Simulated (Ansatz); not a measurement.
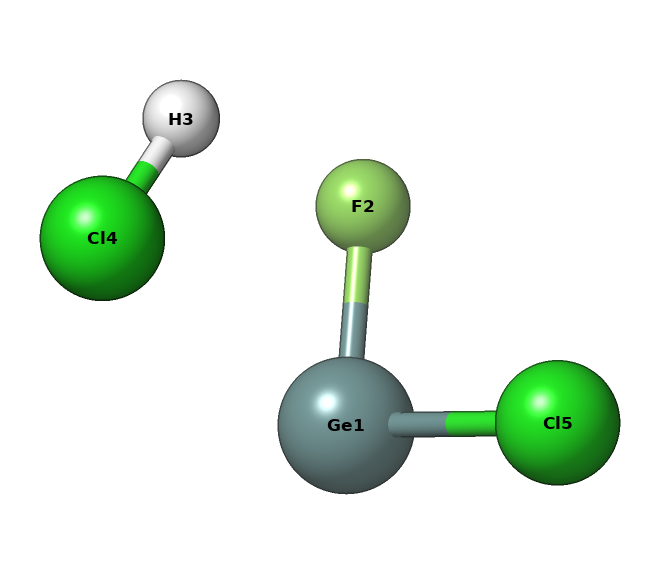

The computed structure is the end point of a PBE0-D4/def2-TZVP optimisation.

Q: What is the geometry at Ge1?

A: Ge1 has 2 neighbours (F2 at 1.77, Cl5 at 2.19 Å); the arrangement is bent.
